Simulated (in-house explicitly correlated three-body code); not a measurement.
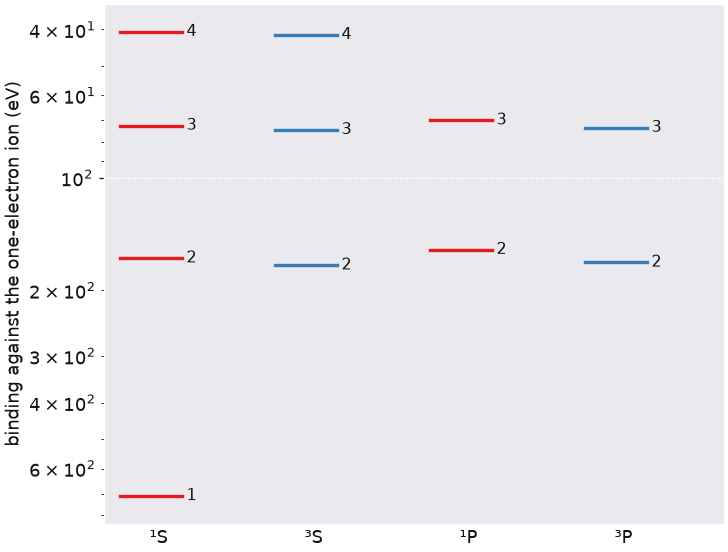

Two electrons around a point charge Z = 8, on a centre of mass 25 electron masses. Computed variationally in 260 exponentially correlated functions with an in-house code, non-relativistic, converged to about 10⁻⁸ of the energy. The plot shows the bound S and P states that converged, by term and principal number n, on a logarithmic scale of binding.

How do singlets and triplets lie?

Answer. The ground state is bound by 710.0 eV. The n = 2 states drawn run, from the deepest, 2 ³S (171.2 eV), 2 ³P (168.2 eV), 2 ¹S (163.9 eV), 2 ¹P (155.5 eV). Exchange puts 2 ³S below 2 ¹S by 7.32 eV and 2 ³P below 2 ¹P by 12.7 eV.
